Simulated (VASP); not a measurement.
Shape and ions are relaxed at each volume.

Energy against volume of Mg3Sb2 (a-la2o3). These are PBEsol GGA, VASP's PBE PAW potentials (set 64) (plane waves; VASP) values and carry that method's errors.

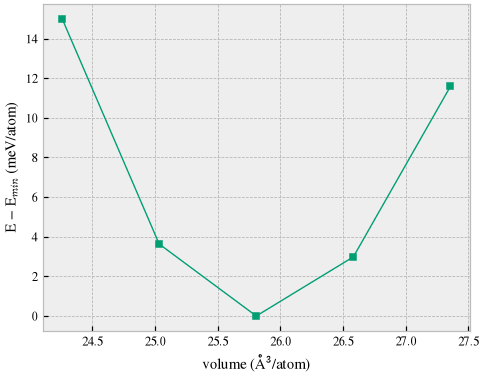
Fig. 1. Energy against volume

Question: Estimate the equilibrium volume and the bulk modulus.

Answer: The minimum lies near 25.8 Å³/atom, and the curvature gives B0 of about 45 GPa.

The compound is Mg3Sb2 in the a-la2o3 structure. It was relaxed first.
